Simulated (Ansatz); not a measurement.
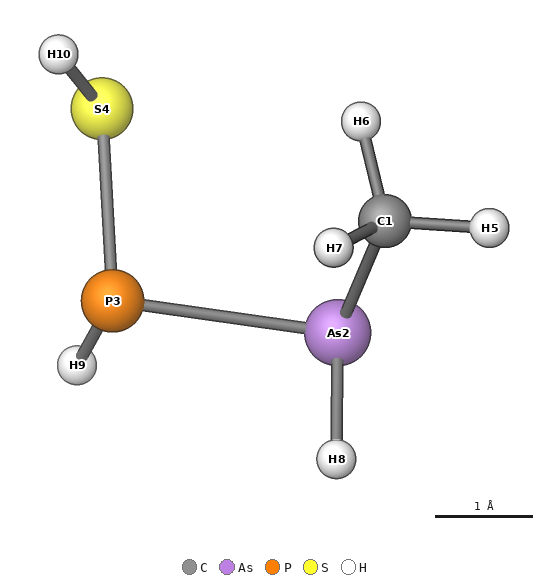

Figure 1. The input geometry (ball-and-stick view, seen at a tilt; atoms are numbered from 1 in the order of the input). Bond lengths as drawn: As–C 1.99 Å, As–H 1.54 Å, As–P 2.38 Å, C–H 1.10 Å, H–P 1.43 Å, H–S 1.35 Å and P–S 2.17 Å.

# CH₆AsPS: nudged elastic band

System: CH₆AsPS.
Method: RKS B3LYP-D4/def2-SVP (Ansatz 0.2.0).

It belongs to a series of runs on one base structure; here: band between the two ends. Figures and captions count atoms from 1; the log counts them from 0 in places.

**Log**
```
Engine: ansatz 0.2.0, x86_64-unknown-linux-gnu
Functional definition: B3LYP
  parameter a0 = 0.2
  parameter ax = 0.72
  parameter ac = 0.81
  exchange = (1 - a0 - ax)*slater_x + ax*b88_x + a0*exact_x
  correlation = (1 - ac)*vwn_rpa_c + ac*lyp_c
1172 factors; integrals over basis functions are off by at most 3.5e-4 eV
mean field evaluation 1: about -82083.4959 eV, gradient 4.4e1 eV
mean field evaluation 2: about -82079.1306 eV, gradient 5.7e1 eV
mean field evaluation 4: about -82088.2586 eV, gradient 1.8e0 eV
mean field evaluation 8: about -82088.2805 eV, gradient 1.7e-1 eV
mean field evaluation 16: about -82088.2806 eV, gradient 3.5e-5 eV
mean field -82088.28060343 eV, -3016.6886707412 hartree, gradient 3.5e-5 eV, S^2 0.000000; 0 other end points of the search recorded, 0 dependent functions left out
the calculation of the forces begins
reference -82088.28084337 eV, -3016.6886795585 hartree; 38, 38 occupied and 74, 74 virtual orbitals, 1172 factors
1169 factors; integrals over basis functions are off by at most 1.0e-3 eV
mean field evaluation 32: about -82087.2735 eV, gradient 4.5e-5 eV
mean field -82087.27345100 eV, -3016.6516585720 hartree, gradient 5.1e-5 eV, S^2 0.000000; 0 other end points of the search recorded, 0 dependent functions left out
[... from here on the field's lines of each further geometry are left out, up to the last ...]
NEB iter   1: max|band force component| = 1.711e1 eV/Å  barrier→ = 7.0962 eV  barrier← = 6.0853 eV  Δτ_max = 0.1995 Å  (250 SCF iters)
NEB iter   2: max|band force component| = 5.798e0 eV/Å  barrier→ = 2.5449 eV  barrier← = 1.5340 eV  Δτ_max = 0.2000 Å  (215 SCF iters)
NEB iter   3: max|band force component| = 2.651e0 eV/Å  barrier→ = 2.0509 eV  barrier← = 1.0400 eV  Δτ_max = 0.2000 Å  (206 SCF iters)
NEB iter   4: max|band force component| = 1.112e0 eV/Å  barrier→ = 2.1972 eV  barrier← = 1.1863 eV  Δτ_max = 0.2000 Å  (208 SCF iters)
NEB iter   5: max|band force component| = 8.825e-1 eV/Å  barrier→ = 2.0908 eV  barrier← = 1.0799 eV  Δτ_max = 0.1989 Å  (215 SCF iters)
NEB iter   6: max|band force component| = 1.055e0 eV/Å  barrier→ = 1.9053 eV  barrier← = 0.8944 eV  Δτ_max = 0.1009 Å  (212 SCF iters)
NEB iter   7: max|band force component| = 7.360e-1 eV/Å  barrier→ = 1.8032 eV  barrier← = 0.7923 eV  Δτ_max = 0.0995 Å  (206 SCF iters)
NEB iter   8: max|band force component| = 9.590e-1 eV/Å  barrier→ = 1.8123 eV  barrier← = 0.8014 eV  CI = image 4  Δτ_max = 0.1923 Å  (203 SCF iters)
NEB iter   9: max|band force component| = 7.536e-1 eV/Å  barrier→ = 2.0010 eV  barrier← = 0.9901 eV  CI = image 4  Δτ_max = 0.1951 Å  (205 SCF iters)
NEB iter  10: max|band force component| = 7.404e-1 eV/Å  barrier→ = 2.0657 eV  barrier← = 1.0548 eV  CI = image 4  Δτ_max = 0.0602 Å  (206 SCF iters)
NEB iter  11: max|band force component| = 2.448e-1 eV/Å  barrier→ = 2.0562 eV  barrier← = 1.0453 eV  CI = image 4  Δτ_max = 0.0619 Å  (181 SCF iters)
NEB iter  12: max|band force component| = 9.448e-2 eV/Å  barrier→ = 2.0528 eV  barrier← = 1.0419 eV  CI = image 4  Δτ_max = 0.0484 Å  (192 SCF iters)
NEB iter  13: max|band force component| = 6.949e-2 eV/Å  barrier→ = 2.0517 eV  barrier← = 1.0408 eV  CI = image 4  Δτ_max = 0.0429 Å  (195 SCF iters)
NEB iter  14: max|band force component| = 6.740e-2 eV/Å  barrier→ = 2.0516 eV  barrier← = 1.0406 eV  CI = image 4  Δτ_max = 0.0097 Å  (183 SCF iters)
the calculation of the forces begins
reference -82087.25907953 eV, -3016.6511304302 hartree; 38, 38 occupied and 74, 74 virtual orbitals, 1171 factors
1173 factors; integrals over basis functions are off by at most 8.2e-4 eV
mean field -82086.25312446 eV, -3016.6141622630 hartree, gradient 1.8e-5 eV, S^2 0.000000; 1 other end points of the search recorded, 0 dependent functions left out
the calculation of the forces begins
reference -82086.25336565 eV, -3016.6141711267 hartree; 38, 38 occupied and 74, 74 virtual orbitals, 1173 factors
NEB iter  15: max|band force component| = 3.700e-2 eV/Å  barrier→ = 2.0513 eV  barrier← = 1.0404 eV  CI = image 4  Δτ_max = 0.0000 Å  (366 SCF iters)
```

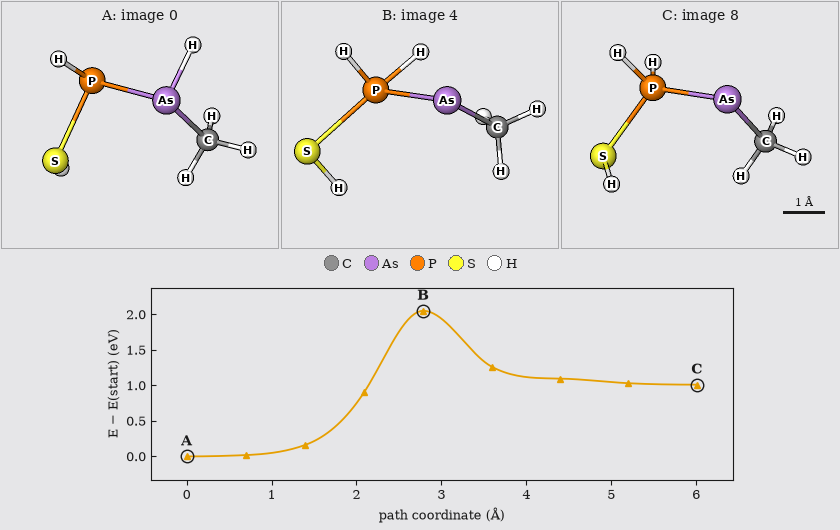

Figure 2. Images of the last band (counted from 0; ball-and-stick, seen at a tilt) above the energy along the path; the line is a cubic interpolation that uses the forces. The highest image is number 4, 2.051 eV above the start and 1.040 eV above the end (the climbing image); the end lies 1.011 eV above the start. The path is 6.01 Å long. The band converged in 15 iterations.

```
Total energy: -82086.70357295 eV, -3016.6307159397 hartree
Atom 0 at    -1.158115    -0.310960    -1.327908 Å, force    -0.002703     0.007191    -0.000472 eV/Å
Atom 1 at    -1.401689    -0.174562     0.649063 Å, force     0.002079     0.001332    -0.005531 eV/Å
Atom 2 at     0.818091    -0.196384     1.092523 Å, force     0.004022     0.024908     0.018623 eV/Å
Atom 3 at     2.025227     1.679154     1.531668 Å, force    -0.000770    -0.005992    -0.010304 eV/Å
Atom 4 at    -1.928710    -0.991814    -1.721013 Å, force     0.002128    -0.000037    -0.004708 eV/Å
Atom 5 at    -1.308564     0.679542    -1.783019 Å, force    -0.001023    -0.005176    -0.001942 eV/Å
Atom 6 at    -0.161815    -0.687010    -1.610913 Å, force    -0.006689    -0.000062     0.001164 eV/Å
Atom 7 at     0.375560    -1.492823     0.497825 Å, force     0.000006    -0.019736    -0.004289 eV/Å
Atom 8 at     0.847838    -0.647147     2.430834 Å, force     0.004139    -0.002054     0.000317 eV/Å
Atom 9 at     1.975378     2.090904     0.243939 Å, force    -0.001189    -0.000373     0.007142 eV/Å
Dipole moment:    -0.096875    -0.200714    -0.279687 e Å
this run last wrote the band of iteration 15 to [file]
```

**The last band as extended XYZ (Å, eV, eV/Å)**
```
10
Properties=species:S:1:pos:R:3:forces:R:3 image=0 energy=-82088.75465
C    -0.9230   -0.2303   -1.2289   -0.0015  -0.0006   0.0009
As   -1.0406   -0.6633    0.7101    0.0038   0.0005  -0.0040
P     1.2687   -0.2337    1.0993   -0.0067   0.0073   0.0029
S     1.1543    1.9335    1.0815    0.0100  -0.0042  -0.0111
H    -1.8844   -0.4705   -1.7060    0.0001  -0.0005  -0.0004
H    -0.7456    0.8517   -1.3122    0.0005  -0.0005  -0.0011
H    -0.1140   -0.7772   -1.7325   -0.0011   0.0005   0.0010
H    -0.7996   -2.1727    0.5418    0.0001   0.0004   0.0010
H     1.1715   -0.3547    2.5202    0.0030  -0.0025  -0.0002
H     1.9958    2.0662    0.0297   -0.0083  -0.0004   0.0109
10
Properties=species:S:1:pos:R:3:forces:R:3 image=1 energy=-82088.73577
C    -0.9876   -0.2890   -1.3035   -0.0033  -0.0115   0.0319
As   -1.0483   -0.4953    0.6775    0.0035  -0.0182  -0.0075
P     1.2808   -0.1811    1.0223   -0.0030  -0.0011   0.0054
S     1.3081    1.9704    1.2808   -0.0283   0.0024  -0.0305
H    -1.8881   -0.7579   -1.7279    0.0022   0.0270  -0.0029
H    -1.0039    0.7847   -1.5389    0.0240   0.0058   0.0085
H    -0.0933   -0.7511   -1.7432    0.0049  -0.0033  -0.0060
H    -0.8530   -2.0207    0.6635   -0.0186  -0.0061  -0.0015
H     1.2015   -0.4870    2.4167    0.0159  -0.0016   0.0025
H     2.1670    2.1760    0.2558    0.0027   0.0065  -0.0001
10
Properties=species:S:1:pos:R:3:forces:R:3 image=2 energy=-82088.59441
C    -1.0673   -0.3119   -1.3565    0.0261   0.0070   0.0347
As   -1.0830   -0.3724    0.6363    0.0911  -0.0166  -0.0095
P     1.2492   -0.1486    1.0297    0.1212  -0.0097  -0.0175
S     1.6814    1.9065    1.5247   -0.1770   0.0769  -0.0410
H    -1.8835   -0.9556   -1.7200    0.0246   0.0299   0.0045
H    -1.2534    0.7147   -1.7036    0.0337   0.0104   0.0381
H    -0.1113   -0.6757   -1.7546    0.0265   0.0093  -0.0769
H    -0.6311   -1.8398    0.6764   -0.3486  -0.1823   0.0623
H     1.0394   -0.5393    2.3895    0.1297   0.0169  -0.0169
H     2.1428    2.1709    0.2811    0.0727   0.0581   0.0224
10
Properties=species:S:1:pos:R:3:forces:R:3 image=3 energy=-82087.85333
C    -1.1321   -0.3073   -1.3489    0.0607   0.0171  -0.0529
As   -1.2076   -0.3614    0.6383    0.5522  -0.5728  -0.0179
P     1.0933   -0.1390    1.0593    0.8055   0.1625  -0.1029
S     1.9298    1.7885    1.5670   -0.2946   0.3235   0.1104
H    -1.9201   -0.9782   -1.7255    0.0331   0.0295  -0.0139
H    -1.3010    0.6980   -1.7596   -0.0154   0.0523   0.0989
H    -0.1500   -0.6808   -1.6662    0.0272   0.0488  -0.1688
H    -0.1537   -1.5842    0.5796   -1.4525  -0.2687   0.1938
H     0.8762   -0.5810    2.4051    0.1277   0.1485  -0.0955
H     2.0483    2.0944    0.2538    0.1562   0.0594   0.0488
10
Properties=species:S:1:pos:R:3:forces:R:3 image=4 energy=-82086.70333
C    -1.1581   -0.3110   -1.3279   -0.0027   0.0072  -0.0005
As   -1.4017   -0.1746    0.6491    0.0021   0.0013  -0.0055
P     0.8181   -0.1964    1.0925    0.0040   0.0249   0.0186
S     2.0252    1.6792    1.5317   -0.0008  -0.0060  -0.0103
H    -1.9287   -0.9918   -1.7210    0.0021   0.0000  -0.0047
H    -1.3086    0.6795   -1.7830   -0.0010  -0.0052  -0.0019
H    -0.1618   -0.6870   -1.6109   -0.0067  -0.0001   0.0012
H     0.3756   -1.4928    0.4978    0.0000  -0.0197  -0.0043
H     0.8478   -0.6471    2.4308    0.0041  -0.0021   0.0003
H     1.9754    2.0909    0.2439   -0.0012  -0.0004   0.0071
10
Properties=species:S:1:pos:R:3:forces:R:3 image=5 energy=-82087.48928
C    -1.2007   -0.2633   -1.3147   -0.0346   0.0248   0.0135
As   -1.5684   -0.0005    0.6524   -0.1821   0.1604  -0.0101
P     0.5591   -0.2065    1.1872   -0.2876   0.0127   0.1144
S     2.1293    1.3775    1.4208    0.0672  -0.2786  -0.1426
H    -1.9718   -0.9444   -1.7066   -0.0183   0.0094   0.0110
H    -1.2900    0.7019   -1.8317    0.0125  -0.0104  -0.0648
H    -0.2134   -0.6966   -1.5466   -0.0400  -0.0195   0.0745
H     0.9532   -1.3233    0.4138    0.6758   0.2001  -0.0874
H     0.7744   -0.6825    2.4974   -0.0798  -0.0155   0.0812
H     1.9114    1.9866    0.2308   -0.1129  -0.0834   0.0103
10
Properties=species:S:1:pos:R:3:forces:R:3 image=6 energy=-82087.65805
C    -1.1798   -0.2156   -1.3289    0.0075  -0.0052  -0.0063
As   -1.5308    0.0177    0.6398    0.0004   0.0002   0.0017
P     0.5816   -0.2760    1.2133    0.0048  -0.0036   0.0042
S     2.1907    1.2425    1.2064    0.0010  -0.0051  -0.0088
H    -2.1142   -0.6129   -1.7546   -0.0063   0.0146  -0.0013
H    -0.9519    0.7377   -1.8265    0.0093   0.0003   0.0011
H    -0.3790   -0.9407   -1.5415   -0.0084  -0.0070   0.0030
H     1.2332   -1.3370    0.5301    0.0113  -0.0010   0.0041
H     0.6925   -0.6720    2.5654   -0.0042  -0.0006   0.0023
H     1.5408    2.0053    0.2994   -0.0155   0.0074  -0.0001
10
Properties=species:S:1:pos:R:3:forces:R:3 image=7 energy=-82087.72347
C    -1.1711   -0.2002   -1.3500    0.0057  -0.0020   0.0014
As   -1.5054   -0.0249    0.6259   -0.0016  -0.0060  -0.0056
P     0.6019   -0.3259    1.1884    0.0084  -0.0053  -0.0024
S     2.2242    1.0701    0.7152   -0.0012  -0.0108  -0.0477
H    -2.1496   -0.4191   -1.8038   -0.0041   0.0173  -0.0049
H    -0.7845    0.7322   -1.7852    0.0135  -0.0025   0.0029
H    -0.4903   -1.0291   -1.5953   -0.0109  -0.0103  -0.0038
H     1.3021   -1.4702    0.7131    0.0090  -0.0107   0.0170
H     0.6649   -0.5194    2.5896   -0.0022   0.0164   0.0021
H     1.3910    2.1353    0.7051   -0.0167   0.0138   0.0410
10
Properties=species:S:1:pos:R:3:forces:R:3 image=8 energy=-82087.74374
C    -1.1615   -0.2259   -1.3411    0.0014   0.0018  -0.0049
As   -1.5047   -0.1397    0.6391   -0.0018  -0.0021   0.0025
P     0.6188   -0.3460    1.1790    0.0013  -0.0001  -0.0152
S     2.1214    1.1235    0.5798    0.0007   0.0007   0.0008
H    -2.1172    0.0206   -1.8280    0.0064  -0.0006   0.0031
H    -0.4129    0.5159   -1.6557   -0.0039  -0.0044   0.0019
H    -0.8508   -1.2286   -1.6709   -0.0022   0.0050   0.0021
H     1.4057   -1.4553    0.7516   -0.0004  -0.0015   0.0036
H     0.7140   -0.4758    2.5859   -0.0012  -0.0008   0.0069
H     1.2705    2.1602    0.7634   -0.0004   0.0021  -0.0008
```

This output came from the following input.

**Input file**
```yaml
crystal:
  periodic: [false, false, false]
  atoms:
    - { symbol: C, position_ang: [-0.922952, -0.230327, -1.22887] }
    - { symbol: As, position_ang: [-1.040591, -0.663285, 0.710145] }
    - { symbol: P, position_ang: [1.268747, -0.23369, 1.099257] }
    - { symbol: S, position_ang: [1.154255, 1.933458, 1.08145] }
    - { symbol: H, position_ang: [-1.884375, -0.470479, -1.705954] }
    - { symbol: H, position_ang: [-0.745561, 0.851663, -1.312232] }
    - { symbol: H, position_ang: [-0.114045, -0.7772, -1.732502] }
    - { symbol: H, position_ang: [-0.799618, -2.17269, 0.541827] }
    - { symbol: H, position_ang: [1.171516, -0.354701, 2.520199] }
    - { symbol: H, position_ang: [1.995825, 2.066151, 0.029679] }
basis:
  gaussian: { orbitals: def2-SVP }
hamiltonian:
  xc: b3lyp
  dispersion: d4
neb:
  order_check: false
  images: 7
  f_tol: 0.05
  max_iterations: 47
  final_atoms:
    - { symbol: C, position_ang: [-1.1614556, -0.22591508, -1.3410986] }
    - { symbol: As, position_ang: [-1.50474586, -0.13968136, 0.63909069] }
    - { symbol: P, position_ang: [0.61875328, -0.3460076, 1.17896868] }
    - { symbol: S, position_ang: [2.12137552, 1.12351215, 0.5797529] }
    - { symbol: H, position_ang: [-2.1172461, 0.02055688, -1.82802806] }
    - { symbol: H, position_ang: [-0.41288091, 0.51592623, -1.65568057] }
    - { symbol: H, position_ang: [-0.85077387, -1.2285606, -1.6708836] }
    - { symbol: H, position_ang: [1.40566798, -1.45534455, 0.75161178] }
    - { symbol: H, position_ang: [0.71396002, -0.4757797, 2.5858867] }
    - { symbol: H, position_ang: [1.27054656, 2.16019362, 0.76337908] }
  initial_path:
    images:
      - { positions_ang: [[-0.922952, -0.230327, -1.22887], [-1.040591, -0.663285, 0.710145], [1.268747, -0.23369, 1.099257], [1.154255, 1.933458, 1.08145], [-1.884375, -0.470479, -1.705954], [-0.745561, 0.851663, -1.312232], [-0.114045, -0.7772, -1.732502], [-0.799618, -2.17269, 0.541827], [1.171516, -0.354701, 2.520199], [1.995825, 2.066151, 0.029679]] }
      - { positions_ang: [[-0.91872416, -0.23775516, -1.22364866], [-1.06855727, -0.57282978, 0.71618887], [1.22769309, -0.27823542, 1.09008535], [1.2263439, 1.88098443, 1.12734156], [-1.89796526, -0.44491942, -1.70835674], [-0.69668417, 0.83848597, -1.36273723], [-0.14272514, -0.83397618, -1.69101482], [-0.60543777, -2.01016214, 0.53111256], [1.13257081, -0.4194187, 2.52759746], [1.82668698, 2.02672641, -0.00356934]] }
      - { positions_ang: [[-0.91449632, -0.24518332, -1.21842733], [-1.09652355, -0.48237456, 0.72223274], [1.18663917, -0.32278083, 1.0809137], [1.2984328, 1.82851085, 1.17323311], [-1.91155551, -0.41935984, -1.71075948], [-0.64780734, 0.82530894, -1.41324246], [-0.17140529, -0.89075237, -1.64952765], [-0.41125754, -1.84763427, 0.52039813], [1.09362561, -0.48413641, 2.53499592], [1.65754896, 1.98730181, -0.03681769]] }
      - { positions_ang: [[-0.91026848, -0.25261149, -1.21320599], [-1.12448982, -0.39191934, 0.72827661], [1.14558526, -0.36732625, 1.07174204], [1.3705217, 1.77603728, 1.21912467], [-1.92514577, -0.39380027, -1.71316222], [-0.59893051, 0.81213191, -1.46374769], [-0.20008543, -0.94752855, -1.60804047], [-0.21707731, -1.68510641, 0.50968369], [1.05468042, -0.54885411, 2.54239437], [1.48841094, 1.94787722, -0.07006603]] }
      - { positions_ang: [[-0.90604064, -0.26003965, -1.20798465], [-1.15245609, -0.30146412, 0.73432049], [1.10453135, -0.41187167, 1.06257039], [1.44261061, 1.7235637, 1.26501623], [-1.93873603, -0.36824069, -1.71556496], [-0.55005368, 0.79895488, -1.51425291], [-0.22876557, -1.00430473, -1.5665533], [-0.02289708, -1.52257854, 0.49896926], [1.01573523, -0.61357181, 2.54979283], [1.31927292, 1.90845263, -0.10331437]] }
      - { positions_ang: [[-0.96989438, -0.2515085, -1.24126314], [-1.24052854, -0.26101843, 0.71051304], [0.98308683, -0.39540565, 1.09166996], [1.61230183, 1.57355081, 1.0937004], [-1.98336355, -0.2710413, -1.74368073], [-0.51576049, 0.72819771, -1.54960983], [-0.38426765, -1.0603687, -1.59263587], [0.33424418, -1.50577004, 0.56212989], [0.94029143, -0.57912378, 2.5588163], [1.30709133, 1.97138788, 0.11335899]] }
      - { positions_ang: [[-1.03374812, -0.24297736, -1.27454163], [-1.32860098, -0.22057274, 0.68670559], [0.86164231, -0.37893964, 1.12076953], [1.78199306, 1.42353793, 0.92238457], [-2.02799106, -0.1738419, -1.77179651], [-0.4814673, 0.65744055, -1.58496674], [-0.53976972, -1.11643266, -1.61871845], [0.69138545, -1.48896154, 0.62529052], [0.86484762, -0.54467575, 2.56783977], [1.29490974, 2.03432313, 0.33003235]] }
      - { positions_ang: [[-1.09760186, -0.23444622, -1.30782011], [-1.41667342, -0.18012705, 0.66289814], [0.7401978, -0.36247362, 1.14986911], [1.95168429, 1.27352504, 0.75106873], [-2.07261858, -0.07664251, -1.79991228], [-0.4471741, 0.58668339, -1.62032365], [-0.6952718, -1.17249663, -1.64480103], [1.04852671, -1.47215305, 0.68845115], [0.78940382, -0.51022773, 2.57686323], [1.28272815, 2.09725838, 0.54670572]] }
      - { positions_ang: [[-1.1614556, -0.22591508, -1.3410986], [-1.50474586, -0.13968136, 0.63909069], [0.61875328, -0.3460076, 1.17896868], [2.12137552, 1.12351215, 0.5797529], [-2.1172461, 0.02055688, -1.82802806], [-0.41288091, 0.51592623, -1.65568057], [-0.85077387, -1.2285606, -1.6708836], [1.40566798, -1.45534455, 0.75161178], [0.71396002, -0.4757797, 2.5858867], [1.27054656, 2.16019362, 0.76337908]] }
```

Launch command:
```bash
ansatz run input.yaml --threads 2 --pin off --max-ram 3072MiB --backend cpu --events-out ev --progress --plain --runs-dir out
```

**Key numbers**

| quantity | value |
| --- | --- |
| outcome | converged |
| barrier, forward | 2.051 eV |
| barrier, backward | 1.040 eV |
| hardware | 2 threads of Intel Xeon @ 2.50GHz (Skylake/Cascade Lake), 16 GiB of memory available, shared host |
| wall time | 6.9 min (CPU time 13 min) |
| peak memory | 0.31 GiB |

**Notes**

The order of the saddle point was not checked.
